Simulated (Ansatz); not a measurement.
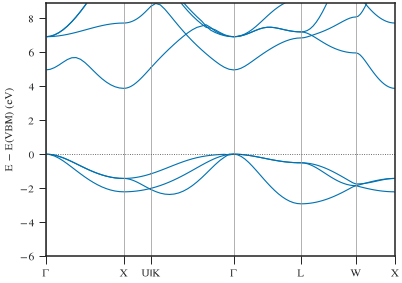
*Band structure from r²SCAN in the plane-wave PAW code Ansatz*

### Question
Read off the gap and where the band edges lie.

### Answer
About 3.9 eV (3.87 eV by a search for the band edges); maximum at Γ, minimum at X.

The material is Li₂S (anti-fluorite, Fm-3m).

The r²SCAN relaxation kept the symmetry of its start.

Potentials: the later of the program's two PAW sets.
